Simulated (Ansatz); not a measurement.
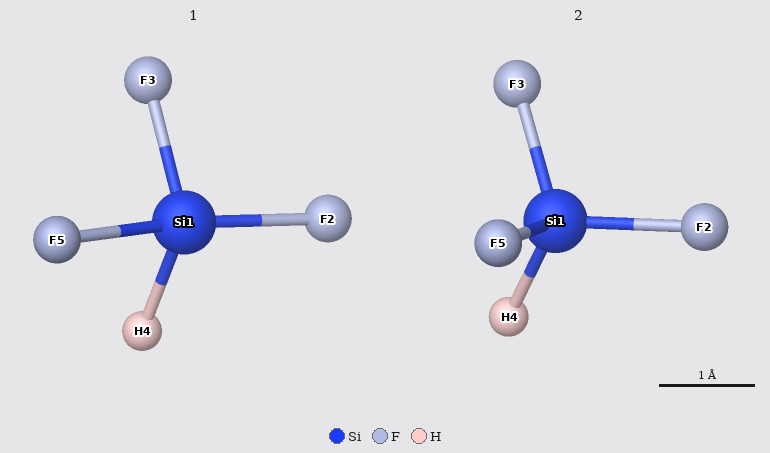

Two geometries of SiHF3, drawn at one scale. One is the start of a relaxation, the other its converged end. A ball-and-stick model, seen at a tilt.

The calculation used Ansatz 0.2.0, RKS PBE0-D4/def2-TZVP. (force threshold 0.005 eV/Å; at most 200 steps)

Q: Which one is relaxed?

A: Structure 2 is the relaxed one. It is one of the separated products of a reaction. The energy falls by 50.8 kcal/mol in 6 geometry steps. Largest force component: 3 eV/Å at the start, 0.00022 eV/Å at the end. The atom that moves furthest after the best rigid fit is F5 (0.63 Å). Largest moves by element: F 0.63 Å, H 0.40 Å, Si 0.24 Å. Near-neighbour distances that change, for instance: Si1–F5 1.703 → 1.573 Å, Si1–F2 1.664 → 1.573 Å, Si1–F3 1.590 → 1.573 Å, Si1–H4 1.468 → 1.461 Å. Among the angles between lasting bonds that change: F2–Si1–F5 165.8° → 108.3°, H4–Si1–F5 91.0° → 110.7°, F2–Si1–H4 93.7° → 110.7°. The run took about 19 core-seconds on a shared host.
